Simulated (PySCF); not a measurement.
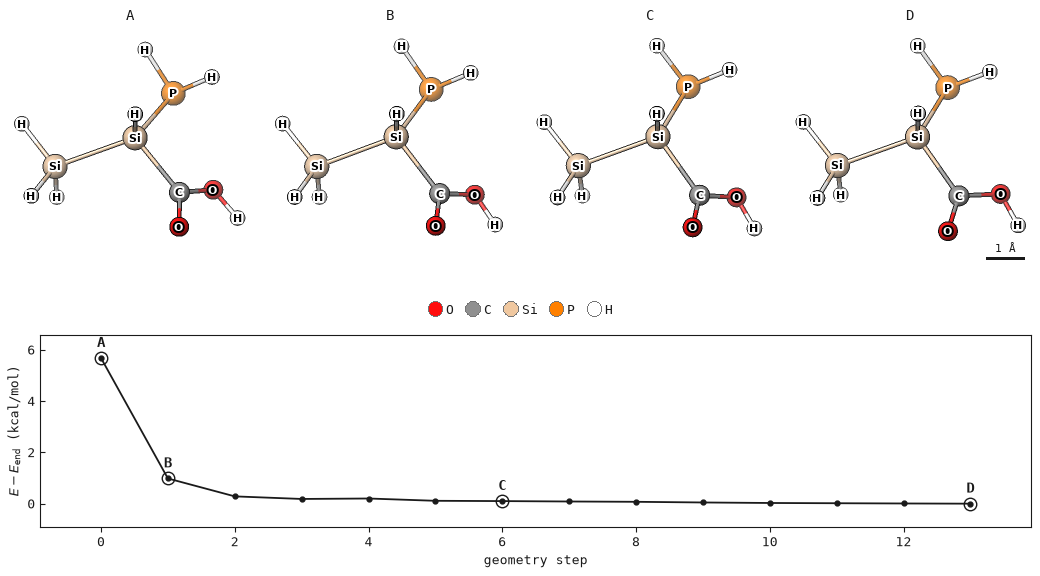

Frames of a relaxation of CH₇O₂PSi₂, marked on the history of the run. The picture is a ball-and-stick view, seen at a tilt.

The start comes from GFN2-xTB. Its atoms were then displaced at random by about 0.01 Å.

Theory: PBE0-D3(BJ)/def2-SVP geometry optimisation, gas phase in PySCF. 

**What happens along the run?**

The energy falls by 5.68 kcal/mol in 13 geometry steps. An O atom moves most after the best rigid fit: 0.38 Å. Largest moves by element: O 0.38 Å, H 0.34 Å, P 0.25 Å, C 0.11 Å, Si 0.09 Å. Among the contacts that change: H–Si 1.445 → 1.495 Å, C–Si 1.890 → 1.933 Å, H–P 1.396 → 1.429 Å, C–O 1.232 → 1.203 Å. Bond angles that change, for instance: C–Si–P 100.0° → 108.9°, O–C–Si 128.5° → 123.0°, O–C–Si 109.5° → 114.1°. From step 0 to 1: an H atom moves most (0.20 Å), energy −4.70 kcal/mol. From step 1 to 6: an H atom moves most (0.14 Å), energy −0.88 kcal/mol. From step 6 to 13: an O atom moves most (0.24 Å), energy −0.10 kcal/mol.

```
step  E − E(0), kcal/mol
   0                0.00
   1               -4.70
   2               -5.39
   3               -5.49
   4               -5.48
   5               -5.57
   6               -5.58
   7               -5.59
   8               -5.60
   9               -5.63
  10               -5.65
  11               -5.66
  12               -5.67
  13               -5.68
```
